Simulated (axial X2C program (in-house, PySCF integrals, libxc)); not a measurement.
# Relativistic diatomic calculation, with input and output: HfC⁻

- system: HfC⁻, single determinant with Ω = 1/2. The distance is the PBE0 minimum at charge −1.
- method: expectation values, HF and Kohn-Sham, two-component X2C with atomic mean-field Coulomb and Gaunt terms, Hf dyall-acv3z, C dyall-av3z (cores contracted) (axial X2C program (in-house, PySCF integrals, libxc))

Input file:
```
{"zs": [72, 6], "q": -1, "bas": ["dyall-acv3z", "dyall-av3z"], "r0": 1.95, "levels": ["PBE0", "HF", "r2SCAN", "B3LYP", "BHandHLYP"], "nst": 3}
```

The line is the task of a batch: nuclear charges, charge, bases, the levels to run, a first guess of the distance and further settings. This report covers the levels named above. The log is that of the reference distance, started from orbitals converged before.

Launched within a batch (the task file carries these settings):
```bash
python <driver script> task.json out
```

Log:
```
two-component X2C + atomic mean field  PBE0
basis functions 252  fitting functions 1265  grid points 5076
iter        total energy     max residual
   1     -15114.417929639     1.52e-05
   2     -15114.417929665     1.74e-05
   3     -15114.417929671     1.26e-05
   4     -15114.417929678     1.03e-05
   5     -15114.417929683     7.18e-06
   6     -15114.417929686     2.38e-06
   7     -15114.417929686     1.86e-06
converged
one-electron -20995.44858212  Coulomb 6087.41609619  exact exchange -78.20998993  xc functional -239.90767344  nuclear repulsion 124.44450469  atomic mean-field constant -12.71228507
```

Expectation values by level of theory:

```
                                             quantity   PBE0      HF  r2SCAN  B3LYP  BHandHLYP
effective field for an electron dipole moment (GV/cm)   10.4    59.7    13.3   8.63       12.6
           field gradient at the first nucleus (a.u.)  −7.04   −6.91   −7.01  −7.29      −7.20
          field gradient at the second nucleus (a.u.)  0.268  0.0572   0.258  0.291      0.231
                           A∥/gI, first nucleus (MHz)   1400    2220    1620   1070       1520
                          A∥/gI, second nucleus (MHz)    138     255     145    147        158
```

Each column comes from one determinant, in a basis with contracted cores. The levels disagree widely: the effective field runs from 8.63 to 59.7 GV/cm, A∥/gI at the first nucleus runs from 1070 to 2220 MHz and the field gradient at the second nucleus runs from 0.0572 to 0.291 a.u. They may not all have settled in the same state, and these values aren't reliable properties of the molecule.

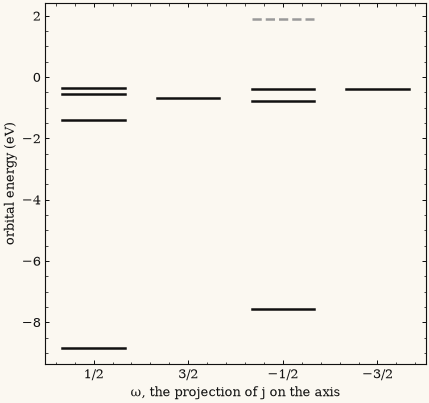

Orbital energies (PBE0) near the frontier at 1.84 Å, filled (solid) and empty (dashed). The highest filled spinor (1/2; 34 % Hf s, 29 % Hf d) lies at −0.35 eV, the lowest empty one (−1/2; 94 % Hf p, 3 % Hf s) at 1.89 eV.

Results in brief:

| quantity | value |
| --- | --- |
| outcome | converged; the levels of theory disagree widely |
| hardware | 1 thread of Arm Neoverse V2, 24 GiB of memory available, shared host |
| wall time | 8.5 s |
| peak memory | 0.5 GiB |
